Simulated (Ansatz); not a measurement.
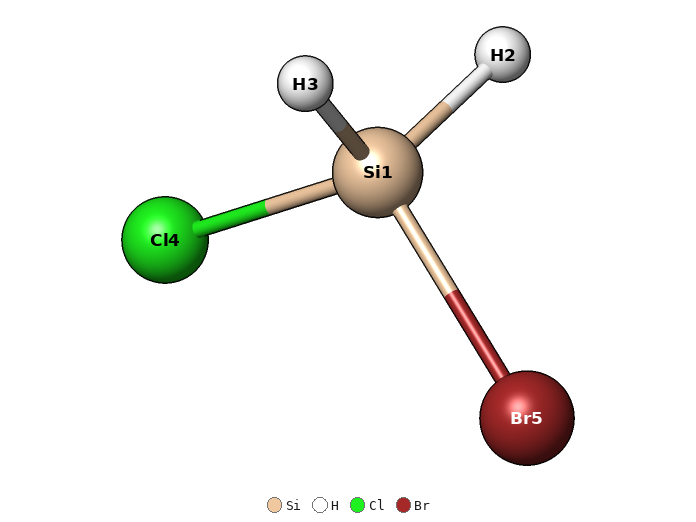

Harmonic vibrations computed with RKS PBE0-D4/def2-TZVP (Ansatz 0.2.0) at a stationary point of the same level.

Q: How many imaginary frequencies does it have?

A: A minimum: no imaginary frequency, and the lowest mode lies at 153 cm⁻¹.

Q: List the wavenumbers.

A: 9 modes: 153, 430, 567, 569, 697, 853, 944, 2269, 2285 cm⁻¹.
